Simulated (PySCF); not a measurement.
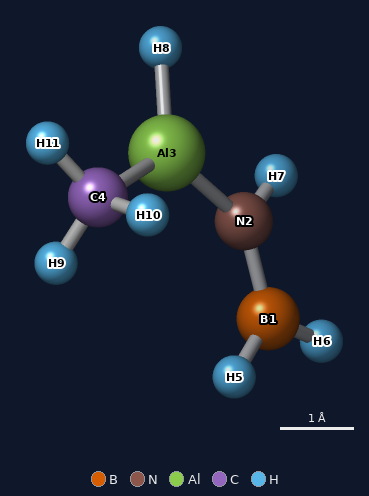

The structure as given in the input (ball-and-stick view, seen at a tilt; atoms are numbered from 1 in the order of the input). Sticks mark near contacts.

# CH$_{7}$AlBN: property calculation

The run: property calculation of CH$_{7}$AlBN, SMILES B[NH][AlH][CH3]. Method and program: wB97M-V/ANO-RCC-MB, RKS, sfX2C (PySCF 2.14.0).

The geometry comes from this level: GFN2-xTB.

## The input (run.py)
```python
# B[NH][AlH][CH3]
import numpy
from pyscf import gto, scf, dft, lo

molecule = gto.M(
    atom='mol.xyz',
    verbose=4,
    spin=0,
    basis='ano-rcc-mb',
    max_memory=1860,
    charge=0,
)

mf = dft.RKS(molecule, xc='wb97m-v')
mf = mf.x2c()
mf.nlcgrids.level = 1
mf.conv_tol = 1e-10
mf.grids.level = 4
mf.kernel()
if not mf.converged:
    mf = mf.newton().run(mf.mo_coeff, mf.mo_occ)

e_tot = mf.e_tot
print('E = %.10f Eh' % e_tot)
mf.analyze()
quad = mf.quad_moment()
occ = mf.mo_coeff[:, mf.mo_occ > 0]
iaos = lo.vec_lowdin(lo.iao.iao(molecule, occ), mf.get_ovlp())
c = iaos.T @ mf.get_ovlp() @ occ
pop_iao, q_iao = scf.hf.mulliken_pop(lo.iao.reference_mol(molecule), (c * mf.mo_occ[mf.mo_occ > 0]) @ c.T, numpy.eye(c.shape[0]), verbose=0)
print('IAO charges', numpy.round(q_iao, 4))
```

## File mol.xyz
```
11
CH7AlBN
B      0.410870    -0.115830     2.164530
N      0.315360    -0.915970     1.013410
Al    -0.115700    -0.665210    -0.734980
C     -0.400010     1.034110    -1.721220
H      0.183730     1.031800     2.074430
H      0.709660    -0.593280     3.197260
H      0.522660    -1.901100     1.183920
H     -0.251030    -2.046900    -1.412810
H     -1.095190     1.698030    -1.193900
H      0.528540     1.604090    -1.846150
H     -0.808890     0.870260    -2.724470
```

Machine: 1 thread of Intel Xeon @ 2.50GHz (Skylake/Cascade Lake), 189 GiB of memory available, shared host.

Command:
```bash
OMP_NUM_THREADS=1 python run.py
```

## What the program printed
```
PySCF version 2.14.0

[INPUT] num. atoms = 11
[INPUT] num. electrons = 38
[INPUT] charge = 0
[INPUT] spin (= nelec alpha-beta = 2S) = 0
[INPUT] symmetry False subgroup None
[INPUT] Mole.unit = angstrom
[INPUT] Symbol           X                Y                Z      unit          X                Y                Z       unit  Magmom
[INPUT]  1 B      0.410870000000  -0.115830000000   2.164530000000 AA    0.776431772800  -0.218886977008   4.090368888405 Bohr   0.0
[INPUT]  2 N      0.315360000000  -0.915970000000   1.013410000000 AA    0.595944030643  -1.730932438318   1.915067351895 Bohr   0.0
[INPUT]  3 Al    -0.115700000000  -0.665210000000  -0.734980000000 AA   -0.218641312612  -1.257064715322  -1.388910907033 Bohr   0.0
[INPUT]  4 C     -0.400010000000   1.034110000000  -1.721220000000 AA   -0.755909347087   1.954184682674  -3.252634400124 Bohr   0.0
[INPUT]  5 H      0.183730000000   1.031800000000   2.074430000000 AA    0.347199380866   1.949819415326   3.920104564582 Bohr   0.0
[INPUT]  6 H      0.709660000000  -0.593280000000   3.197260000000 AA    1.341063041559  -1.121136715182   6.041945749027 Bohr   0.0
[INPUT]  7 H      0.522660000000  -1.901100000000   1.183920000000 AA    0.987684256265  -3.592558335411   2.237284553395 Bohr   0.0
[INPUT]  8 H     -0.251030000000  -2.046900000000  -1.412810000000 AA   -0.474377949050  -3.868080404372  -2.669823966047 Bohr   0.0
[INPUT]  9 H     -1.095190000000   1.698030000000  -1.193900000000 AA   -2.069609154362   3.208811651295  -2.256144020118 Bohr   0.0
[INPUT] 10 H      0.528540000000   1.604090000000  -1.846150000000 AA    0.998795845878   3.031290779154  -3.488717884866 Bohr   0.0
[INPUT] 11 H     -0.808890000000   0.870260000000  -2.724470000000 AA   -1.528580564899   1.644553057164  -5.148502134594 Bohr   0.0

nuclear repulsion = 135.974311073752
number of shells = 15
number of NR pGTOs = 232
number of NR cGTOs = 31
basis = ano-rcc-mb
ecp = {}

******** <class 'pyscf.x2c.sfx2c1e.sfX2C1eRKS'> ********
method = sfX2C1eRKS
initial guess = minao
damping factor = 0
level_shift factor = 0
DIIS = <class 'pyscf.scf.diis.CDIIS'>
diis_start_cycle = 1
diis_space = 8
diis_damp = 0
SCF conv_tol = 1e-10
SCF conv_tol_grad = None
SCF max_cycles = 50
direct_scf = True
direct_scf_tol = 1e-13
XC library pyscf.dft.libxc version 7.0.0
    S. Lehtola, C. Steigemann, M. J.T. Oliveira, and M. A.L. Marques.,  SoftwareX 7, 1–5 (2018)
XC functionals = wb97m-v
radial grids:
    Treutler-Ahlrichs [JCP 102, 346 (1995); DOI:10.1063/1.469408] (M4) radial grids

becke partition: Becke, JCP 88, 2547 (1988); DOI:10.1063/1.454033
pruning grids: <function nwchem_prune>
grids dens level: 4
symmetrized grids: False
atomic radii adjust function: <function treutler_atomic_radii_adjust>
** Following is NLC and NLC Grids **
NLC functional = wb97m-v
radial grids:
    Treutler-Ahlrichs [JCP 102, 346 (1995); DOI:10.1063/1.469408] (M4) radial grids

becke partition: Becke, JCP 88, 2547 (1988); DOI:10.1063/1.454033
pruning grids: <function nwchem_prune>
grids dens level: 1
symmetrized grids: False
atomic radii adjust function: <function treutler_atomic_radii_adjust>
small_rho_cutoff = 0

******** <class 'pyscf.x2c.sfx2c1e.SpinFreeX2CHelper'> ********
approx = 1e
xuncontract = 1
Set gradient conv threshold to 1e-05
Initial guess from minao.
tot grids = 223240
tot grids = 39136
init E= -364.90406919745
  HOMO = -0.314239772864522  LUMO = -0.0132888851742938  gap/eV = 8.18929
cycle= 1 E= -364.634774668575  delta_E= 0.269  |g|= 0.319  |ddm|= 3.99
  HOMO = -0.362704997018924  LUMO = 0.00345296739212098  gap/eV = 9.96367
cycle= 2 E= -364.644754042053  delta_E= -0.00998  |g|= 0.333  |ddm|= 0.852
  HOMO = -0.416384518207082  LUMO = -0.00555017196808427  gap/eV = 11.17937
cycle= 3 E= -364.673874739743  delta_E= -0.0291  |g|= 0.0281  |ddm|=  0.4
  HOMO = -0.421369349702525  LUMO = -0.00392497426693761  gap/eV = 11.35924
cycle= 4 E= -364.674279525244  delta_E= -0.000405  |g|= 0.0143  |ddm|= 0.0743
  HOMO = -0.41942195036067  LUMO = -0.00386428496075153  gap/eV = 11.30790
cycle= 5 E= -364.674352714857  delta_E= -7.32e-05  |g|= 0.00145  |ddm|= 0.0256
  HOMO = -0.419476894548737  LUMO = -0.0041024145032309  gap/eV = 11.30292
cycle= 6 E= -364.674353843727  delta_E= -1.13e-06  |g|= 0.000233  |ddm|= 0.00335
  HOMO = -0.41950698031339  LUMO = -0.00408767622613204  gap/eV = 11.30414
cycle= 7 E= -364.674353886249  delta_E= -4.25e-08  |g|= 4.63e-05  |ddm|= 0.000723
  HOMO = -0.419505510738128  LUMO = -0.00409007479320012  gap/eV = 11.30403
cycle= 8 E= -364.674353887996  delta_E= -1.75e-09  |g|= 1.01e-05  |ddm|= 0.000141
  HOMO = -0.41950594806766  LUMO = -0.00409053907020351  gap/eV = 11.30403
cycle= 9 E= -364.674353888101  delta_E= -1.05e-10  |g|= 1.69e-06  |ddm|= 3.7e-05
  HOMO = -0.419506157616668  LUMO = -0.00409061609194794  gap/eV = 11.30403
cycle= 10 E= -364.674353888106  delta_E= -4.66e-12  |g|= 3.7e-07  |ddm|= 7.48e-06
  HOMO = -0.419506127192218  LUMO = -0.0040906244427501  gap/eV = 11.30403
```

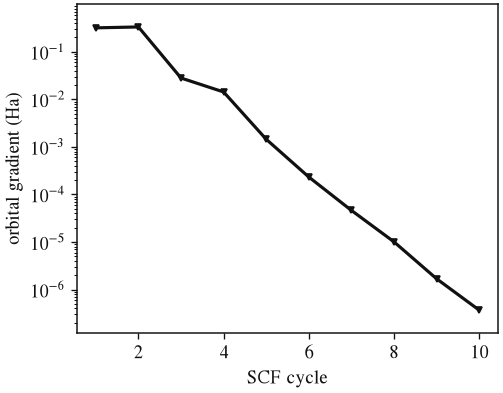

Convergence of the self-consistent field: orbital gradient against the SCF cycle. The residual falls almost steadily, with no more than small rises.

```
Extra cycle  E= -364.674353888106  delta_E= -1.14e-13  |g|= 1.63e-07  |ddm|= 1.18e-06
converged SCF energy = -364.674353888106
E = -364.6743538881 Eh
**** SCF Summaries ****
Total Energy =                        -364.674353888105884
Nuclear Repulsion Energy =             135.974311073752119
One-electron Energy =                 -768.494859006445949
Two-electron Energy =                  267.846194044587946
Two-electron Coulomb Energy =          305.325398888110556
DFT Exchange-Correlation Energy =      -37.479204843522581
HOMO-LUMO gap [eV] =                    11.304031604008136
**** MO energy ****
MO #1   energy= -56.5055286416324  occ= 2
MO #2   energy= -14.5111669880129  occ= 2
MO #3   energy= -10.3920357422124  occ= 2
MO #4   energy= -7.00167558150374  occ= 2
MO #5   energy= -4.39354286294733  occ= 2
MO #6   energy= -2.89092046643419  occ= 2
MO #7   energy= -2.8868444241708   occ= 2
MO #8   energy= -2.88586267947806  occ= 2
MO #9   energy= -0.99509671568493  occ= 2
MO #10  energy= -0.829981476833978 occ= 2
MO #11  energy= -0.66426286116967  occ= 2
MO #12  energy= -0.602867553448639 occ= 2
MO #13  energy= -0.537971816370944 occ= 2
MO #14  energy= -0.532476227996172 occ= 2
MO #15  energy= -0.531290571802595 occ= 2
MO #16  energy= -0.48244039751688  occ= 2
MO #17  energy= -0.437345673181996 occ= 2
MO #18  energy= -0.431298407096617 occ= 2
MO #19  energy= -0.419506127192218 occ= 2
MO #20  energy= -0.0040906244427501 occ= 0
MO #21  energy= 0.101131767970698  occ= 0
MO #22  energy= 0.141384393253681  occ= 0
MO #23  energy= 0.218319652674774  occ= 0
MO #24  energy= 0.304566831557173  occ= 0
MO #25  energy= 0.389014021413441  occ= 0
MO #26  energy= 0.436413641857405  occ= 0
MO #27  energy= 0.452435818465803  occ= 0
MO #28  energy= 0.460156384335796  occ= 0
MO #29  energy= 0.475714335571058  occ= 0
MO #30  energy= 0.551625156706374  occ= 0
MO #31  energy= 0.590498987430066  occ= 0
 ** Mulliken pop on meta-lowdin orthogonal AOs  **
 ** Mulliken pop  **
pop of  0 B 1s            1.99988
pop of  0 B 2s            0.87506
pop of  0 B 2px           0.45031
pop of  0 B 2py           0.94948
pop of  0 B 2pz           0.87603
pop of  1 N 1s            1.99999
pop of  1 N 2s            1.27740
pop of  1 N 2px           1.44043
pop of  1 N 2py           1.24058
pop of  1 N 2pz           1.40168
pop of  2 Al 1s           1.99999
pop of  2 Al 2s           1.99978
pop of  2 Al 3s           0.91429
pop of  2 Al 2px          1.99994
pop of  2 Al 2py          1.99998
pop of  2 Al 2pz          1.99998
pop of  2 Al 3px          0.19847
pop of  2 Al 3py          0.73179
pop of  2 Al 3pz          0.52346
pop of  3 C 1s            1.99998
pop of  3 C 2s            1.04263
pop of  3 C 2px           1.13206
pop of  3 C 2py           1.23837
pop of  3 C 2pz           1.16252
pop of  4 H 1s            1.00128
pop of  5 H 1s            0.99837
pop of  6 H 1s            0.79258
pop of  7 H 1s            1.12099
pop of  8 H 1s            0.87758
pop of  9 H 1s            0.87753
pop of  10 H 1s           0.87759
 ** Mulliken atomic charges  **
charge of    0B =     -0.15077
charge of    1N =     -0.36009
charge of    2Al =      0.63232
charge of    3C =     -0.57555
charge of    4H =     -0.00128
charge of    5H =      0.00163
charge of    6H =      0.20742
charge of    7H =     -0.12099
charge of    8H =      0.12242
charge of    9H =      0.12247
charge of   10H =      0.12241
Dipole moment(X, Y, Z, Debye): -0.07072, -0.73465, -1.70320
Traceless quadrupole moment (Debye*A):

IAO charges [-1.132e-01 -4.515e-01  7.843e-01 -6.963e-01 -4.500e-03 -5.000e-04
  2.247e-01 -1.685e-01  1.418e-01  1.420e-01  1.417e-01]
```

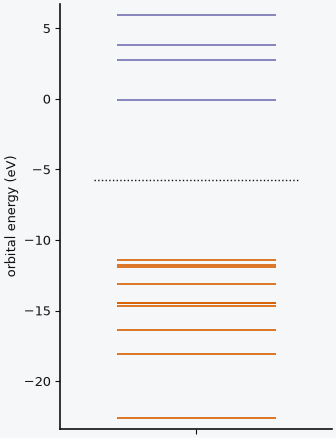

Orbital energies near the frontier; the dotted line parts filled from empty levels, and levels within 0.02 eV of each other stand side by side. Highest filled −11.42 eV, lowest empty −0.11 eV, 11.31 eV apart.

## Summary

```tsv
quantity	value
outcome	converged
total energy	−364.674354 hartree
basis functions	31
HOMO	−11.42 eV
LUMO	−0.11 eV
dipole moment	1.86 D
wall time	6.4 min
peak memory	0.27 GiB
```
